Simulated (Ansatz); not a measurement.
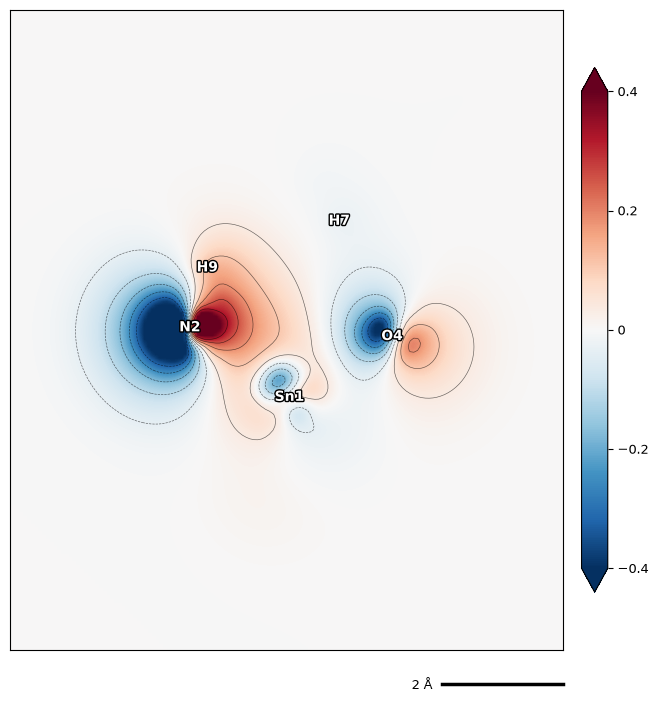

The picture shows: H$_{5}$NO$_{3}$Sn···H$_{2}$. The HOMO on the plane of atoms Sn1, N2 and H9 (values in Å⁻³ᐟ²; the overall sign is arbitrary).

Core potentials replace the inner electrons of Sn.

Method: RKS LDA/def2-SVP (Ansatz).

| atom | x (Å) | y (Å) | z (Å) |
| --- | --- | --- | --- |
| Sn | -0.2226 | 0.3598 | -0.4680 |
| N | 0.8719 | -1.3020 | -0.7362 |
| O | -2.1625 | 0.0676 | -0.6953 |
| O | -0.1932 | 1.0647 | 1.3856 |
| O | 0.4812 | 1.6740 | -1.7554 |
| H | 1.0314 | -1.3438 | 2.4646 |
| H | 0.7151 | -0.6555 | 2.2291 |
| H | 1.6763 | -1.1057 | -1.3496 |
| H | 1.2271 | -1.6163 | 0.1800 |
| H | -2.3089 | -0.6818 | -1.3069 |
| H | -1.1098 | 1.0205 | 1.7317 |
| H | -0.0060 | 2.5183 | -1.6794 |

### What is the character of this orbital?

It lies mainly on N2 (about 70 %), Sn1 (about 10 %) and O5 (about 5 %); largely a lone pair of N2. Its energy is −6.40 eV.
